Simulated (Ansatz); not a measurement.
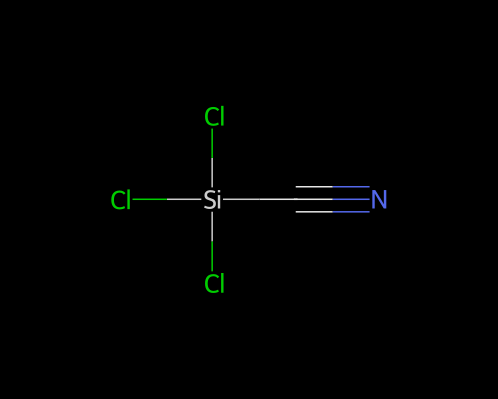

(Drawn from a calculation with Ansatz.)

Skeletal drawing of a molecule.

### Give its SMILES.

N#C[Si](Cl)(Cl)Cl

### Give the formula, hydrogens included.

CCl3NSi.

### An optimisation with PBE-D4/def2-SVP gave a structure of which point group?

Cs.
